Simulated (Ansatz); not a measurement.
## Computed frozen-phonon scan: Ta (bcc, W type)

Starting cell, Ta (bcc, W type):

```xyz
2
Lattice="-3.3196 3.3196 3.3196 1.6598 -1.6598 1.6598 1.6598 1.6598 -1.6598" Properties=species:S:1:pos:R:3 pbc="T T T"
Ta     0.0000     0.0000     0.0000
Ta    -1.6598     1.6598     1.6598
```

The atoms are displaced by Q × the pattern below (from a DFPT mode at N = (0.5, 0.0, 0.0), largest move 1; Q in Å), at fixed cell. (q is in reciprocal vectors of the primitive cell; the cell shown is doubled to hold the pattern.)

```
atom      x       y       z
----  -----  ------  ------
Ta1   0.000  -0.707  -0.707
Ta2   0.000   0.707   0.707
```

These are PBE (plane waves to 420 eV, PAW, scalar-relativistic; Ansatz, a first-principles code) values and carry that method's errors. k mesh 10×20×20 (Γ-centred), Fermi-Dirac smearing 0.05 eV. E stands for the smeared free energy. Compression counts positive. With partly filled bands, energies and forces of such displacements shift with the k mesh and the smearing. Spin-orbit coupling is left out, though Ta is heavy. Ta is run without spin polarisation. Ta was relaxed with its symmetry unable to fall. ΔE is measured from the undisplaced structure.

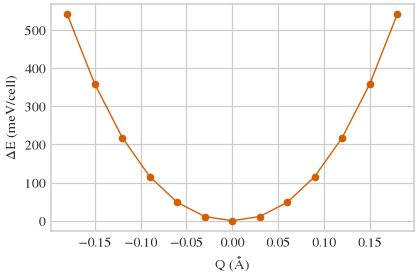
*ΔE (meV/cell) against Q (Å); markers are the computed points, lines only join them.*

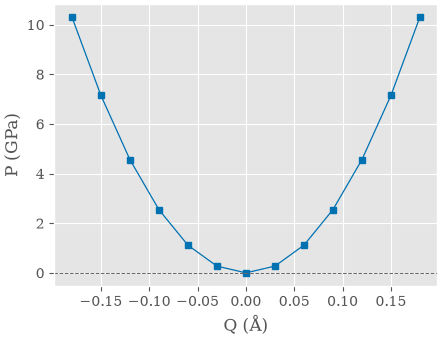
*P (GPa) against Q (Å); markers are the computed points, lines only join them.*

The energy at Q = 0.180 Å is 541 meV/cell. Harmonic wavenumber from the curvature (finite differences): 136 cm⁻¹. Shape of the curve: a single well with its minimum at or next to zero displacement. Symmetry of the curve: even: the same for both signs. Space group of the distorted cell: Cmme (No. 67), lowered from Im-3m.

E″ = 24.46 eV/Å², M = Σ mᵢ|uᵢ|² = 361.9 u, ν̃ = 521.5·√(|E″|/M).

(A displaced cell: forces are minus the slopes of the energy, force constants its curvatures, and phonons follow from these.)
